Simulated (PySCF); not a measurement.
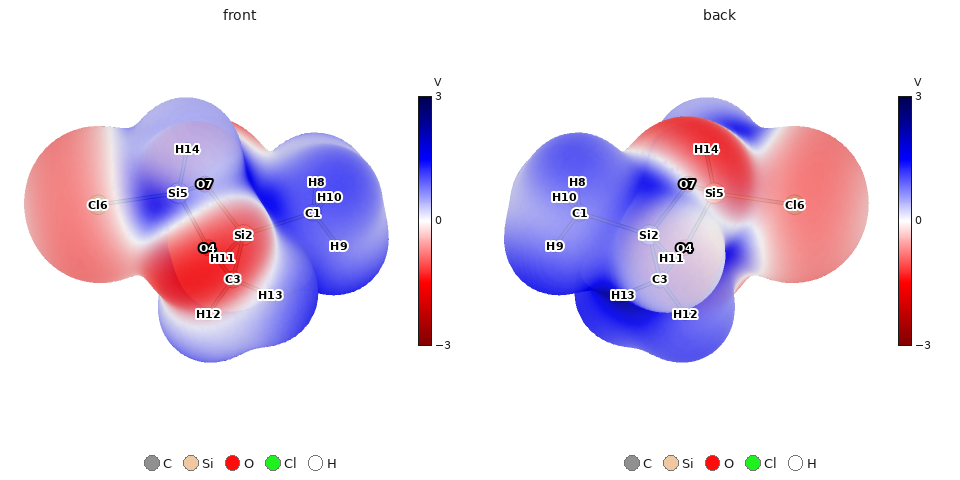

*C$_{2}$H$_{7}$ClO$_{2}$Si$_{2}$. The electrostatic potential painted on the density surface at 0.002 e/bohr³, seen from the front and from behind; red is negative and blue positive.*

Geometry: PBE0-D3(BJ)/def2-SVP.

These are results of wB97X-D/pcSseg-1, SCF density, in a chloroform solvent model, non-relativistic (PySCF 2.14.0), not measurements.

```xyz
14

C    -1.8522   -0.4920    1.0945
Si   -0.2217   -0.8299    0.2612
C    -0.0337    0.0053   -1.4606
O     0.8312    1.1293   -1.2864
Si    1.7867    1.1181    0.0708
Cl    3.6914    0.4823   -0.3782
O     1.0298    0.0036    1.0355
H    -1.8384   -0.8308    2.1419
H    -2.6689   -1.0210    0.5777
H    -2.0772    0.5859    1.0835
H     0.0769   -2.2906    0.2381
H     0.3926   -0.6844   -2.2116
H    -0.9950    0.3648   -1.8647
H     1.8779    2.4589    0.6761
```

Question: Describe the electrostatic potential map.

Answer: The most negative region (about −1.4 V) lies over O4, the most positive (about +2.2 V) over Si2. O4 is the likeliest acceptor of a hydrogen bond.

Question: How polar is the molecule by this calculation?

Answer: Its dipole moment is 3.79 D.
